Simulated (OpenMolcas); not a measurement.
# How basis sets differ on SnNH4 (SMILES [NH2][SnH2])

SnNH4 has 6 atoms, charge 0, and is taken as a doublet. As SMILES, `[NH2][SnH2]`. Geometry: a GFN2-xTB relaxation, a rough one for these elements and not checked as a minimum. This is one conformer, not always the lowest.

```xyz
6

N    -0.1225   -0.9383    0.0808
Sn    0.7475    0.9383   -0.0274
H    -0.0428   -1.6056   -0.6720
H    -0.1537   -1.4550    0.9474
H    -0.0971    1.3954   -1.5718
H    -0.3313    1.6652    1.2431
```

Quantity: the dipole moment, in D. The values are calculated.

```json
{"level": "UHF/STO-3G", "kind": "Hartree–Fock", "program": "OpenMolcas", "value (D)": "2.87", "CPU time": "2.9 s"}
{"level": "UHF/3-21G", "kind": "Hartree–Fock", "program": "OpenMolcas", "value (D)": "2.58", "CPU time": "3.4 s"}
{"level": "UHF/def2-SVP (core potential)", "kind": "Hartree–Fock", "program": "OpenMolcas", "value (D)": "2.14", "CPU time": "4.7 s"}
{"level": "UHF/def2-TZVP (core potential)", "kind": "Hartree–Fock", "program": "OpenMolcas", "value (D)": "1.98", "CPU time": "21 s"}
```

All-electron rows without a relativistic Hamiltonian named are non-relativistic, while core potentials hold scalar relativity, so basis and relativity change together. The values span 1.98 to 2.87 D. Sets without polarisation functions give poor dipoles. Times are those of the runs behind each value, whatever else they computed, on shared processors of several kinds: orders of magnitude only.

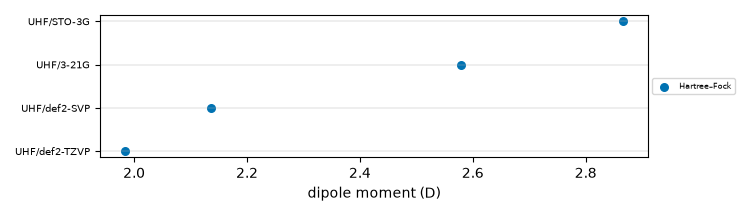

The values of the table, level by level.
